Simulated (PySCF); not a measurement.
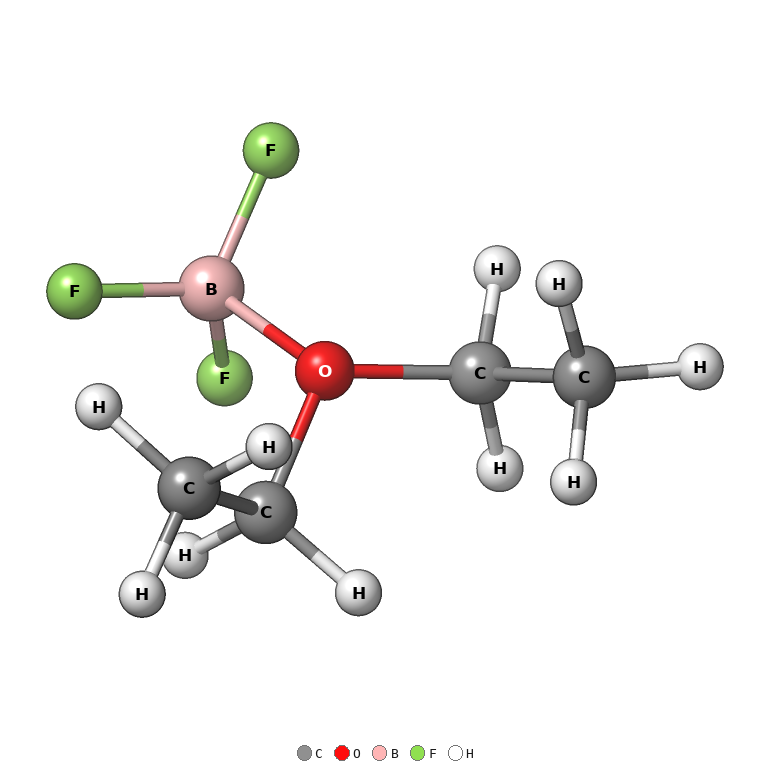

A ball-and-stick model of a molecule.

The geometry was computed by an optimisation with GFN2-xTB. No frequency run is at hand to confirm it as a minimum.

What is the molecular formula?

Answer. C₄H₁₀BF₃O, 19 atoms: 4 carbon, 10 hydrogen, 1 boron, 3 fluorine and 1 oxygen.

Describe its rings.

Answer. It has no ring.

How many bonds of each kind are drawn?

Answer. 10 C–H, 3 B–F, 2 C–C, 2 C–O, 1 B–O.

What is its SMILES?

Answer. CC[O+](CC)[B-](F)(F)F

More results for the same structure follow; atom numbers are the same in all pictures, views and colours differ.

## NMR shielding

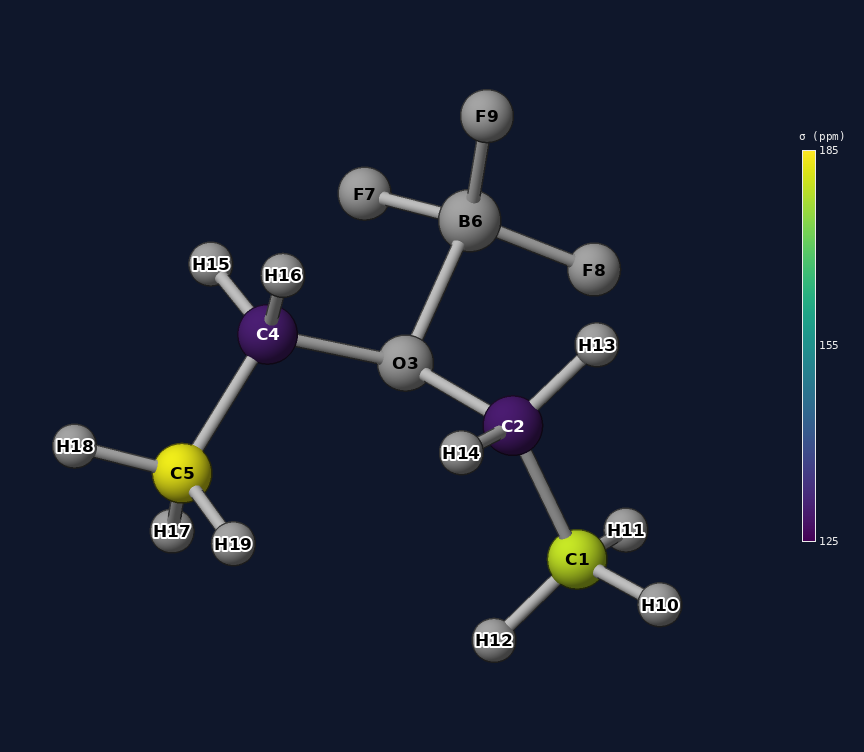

Atoms are coloured by their isotropic NMR shieldings (C only, the others grey). No frequency run is at hand to confirm it as a minimum. Level of theory: GIAO PBE0/def2-SVP NMR shielding, non-relativistic, gas phase (PySCF 2.14.0).

Which C atom is the most shielded (lowest chemical shift)?

Answer. C5 (182.8 ppm).

Which C atom is the least shielded (highest chemical shift)?

Answer. C2 (129.4 ppm).

How wide is the range of C shifts?

Answer. 53.4 ppm.

Give the isotropic NMR shieldings of the C atoms atom by atom.

| atom | σ (ppm) |
| --- | --- |
| C1 | 179.4 |
| C2 | 129.4 |
| C4 | 129.7 |
| C5 | 182.8 |

## Levels of theory compared

No frequency run is at hand to confirm it as a minimum. Program: PySCF 2.14.0.

Compare dipole (D), HOMO energy (eV) at these levels: BHandHLYP/pcSseg-1; PBE0/6-31G; PBE0/ANO-RCC-VDZP; PBE0/IGLO-II; PBE0/STO-3G; PBE0/aug-pcSseg-1; PBE0/cc-pVDZ; PBE0/def2-SVPD; PBE0/pcSseg-1 in tetrahydrofuran (IEF-PCM); PBE0/pcseg-1; WP04/pcSseg-1; revPBE/pcSseg-1.

| level | dipole (D) | HOMO energy (eV) |
| --- | --- | --- |
| BHandHLYP/pcSseg-1 | 5.88 | −10.93 |
| PBE0/6-31G | 6.06 | −9.23 |
| PBE0/ANO-RCC-VDZP | 5.91 | −9.33 |
| PBE0/IGLO-II | 5.71 | −9.31 |
| PBE0/STO-3G | 5.01 | −3.99 |
| PBE0/aug-pcSseg-1 | 5.64 | −9.32 |
| PBE0/cc-pVDZ | 5.56 | −9.15 |
| PBE0/def2-SVPD | 5.72 | −9.39 |
| PBE0/pcSseg-1 in tetrahydrofuran (IEF-PCM) | 6.63 | −9.07 |
| PBE0/pcseg-1 | 5.77 | −9.38 |
| WP04/pcSseg-1 | 5.91 | −10.54 |
| revPBE/pcSseg-1 | 5.55 | −7.64 |

## Charges

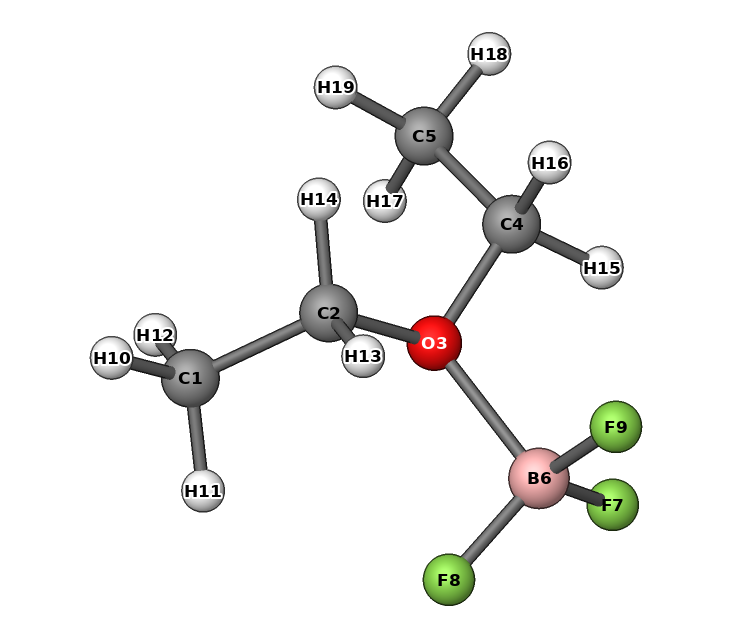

The questions are on ESP-fitted charges. No frequency run is at hand to confirm it as a minimum. Level of theory: PBE0/pcSseg-1, gas phase (PySCF 2.14.0).

List the ESP-fitted charges.

```
atom  value (e)
  C1      −0.32
  C2       0.16
  O3      −0.32
  C4       0.35
  C5      −0.41
  B6       0.73
  F7      −0.34
  F8      −0.32
  F9      −0.36
 H10       0.10
 H11       0.12
 H12       0.09
 H13       0.07
 H14       0.06
 H15       0.05
 H16      −0.01
 H17       0.13
 H18       0.11
 H19       0.12
```

The geometry is semi-empirical. Around B such bond lengths and angles can be off by a tenth of an ångström or more and by several degrees, and values that hang on the shape move with them.
